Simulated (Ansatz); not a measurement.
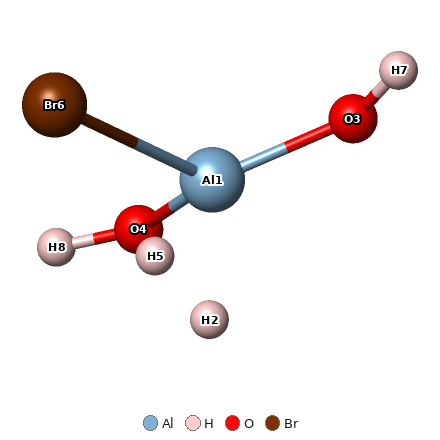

The system is the reacting system AlBrH4O2 (fragments AlH₃O₂ + BrH where the first distance is long, AlBrH₂O₂ + H₂ where the second is long); the picture shows the reference structure. The first coordinate is: distance Al1–Br6 (bond that forms); the second: distance H5–Br6 (bond that breaks). Relaxed at each point: all other coordinates. The scan uses a 12 × 12 grid. Points are written as (first, second). Energies: kJ/mol, counted from a guessed transition structure relaxed with its forming and breaking bonds held. Energies and slopes of some neighbouring points disagree (a jump in structure or state, or too coarse a mesh). The reference is spin-restricted, so regions where a bond is pulled apart into radicals lie too high. Method: RHF/def2-SVP in Ansatz.

Its coordinates:

```xyz
8

Al   -0.3162    0.2673   -0.0290
H     0.1494   -1.6748   -0.1827
O    -0.6788    0.7892   -1.5598
O    -1.2534    0.4229    1.3292
H     0.9886   -1.2235    0.0415
Br    2.4385    0.0721    0.4942
H    -0.2056    0.9659   -2.3523
H    -1.1227    0.3810    2.2589
```

Range: distance Al1–Br6 (bond that forms) from 2.169 to 3.369 Å; distance H5–Br6 (bond that breaks) from 1.359 to 3.159 Å.

Question: What landscape does the calculation give?

Answer: The lowest grid point is at (2.229 Å, 3.159 Å), −180 kJ/mol from a guessed transition structure relaxed with its forming and breaking bonds held. It lies in a valley that leaves the map towards separated partners. Other grid points that lie below all their neighbours: (2.508 Å, 1.449 Å) (144 kJ/mol higher). The highest grid point, (3.369 Å, 2.203 Å), lies 243 kJ/mol above the lowest.

```csv
"second ↓, first →",2.169,2.229,2.311,2.406,2.508,2.617,2.732,2.851,2.975,3.103,3.234,3.369
3.159,−174,−180,−180,−170,−152,−127,−99,−67,−35,−3,29,58
2.957,−172,−178,−178,−168,−151,−127,−98,−67,−35,−3,28,57
2.760,−167,−174,−174,−165,−147,−124,−95,−65,−33,−2,29,57
2.568,−160,−167,−167,−158,−141,−117,−90,−60,−29,2,31,58
2.382,−147,−154,−155,−146,−130,−107,−80,−51,−21,8,35,61
2.203,−127,−134,−136,−128,−112,−90,−65,−37,−10,17,41,63
2.031,−97,−105,−107,−101,−87,−67,−44,−20,4,26,46,62
1.867,−55,−64,−68,−64,−53,−37,−18,0,18,33,45,55
1.714,0,−12,−19,−19,−14,−5,6,16,23,28,31,33
1.573,62,47,33,24,19,−8,−15,−21,−24,−26,−27,−27
1.449,53,27,0,−21,−36,−34,−42,−47,−50,−52,−53,−54
1.359,57,31,4,−17,−33,−32,−40,−45,−48,−50,−52,−52
```

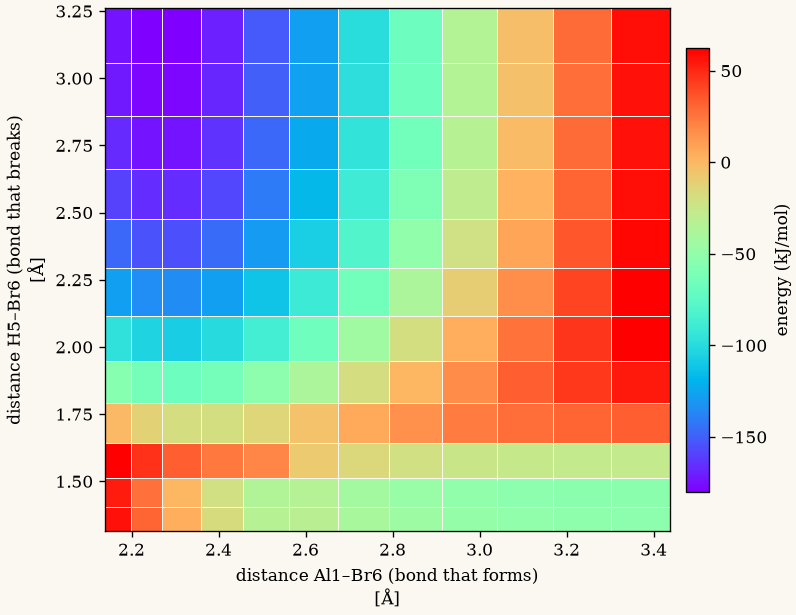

In the figure: one coloured cell a grid point.

Each point was launched as `ansatz run input.yaml --threads 1 --pin off --max-ram 2560MiB --backend cpu --events-out ev --progress --plain --runs-dir out`. The whole map (144 points run) took 35 min on 1 thread of Arm Neoverse V2 (shared host).
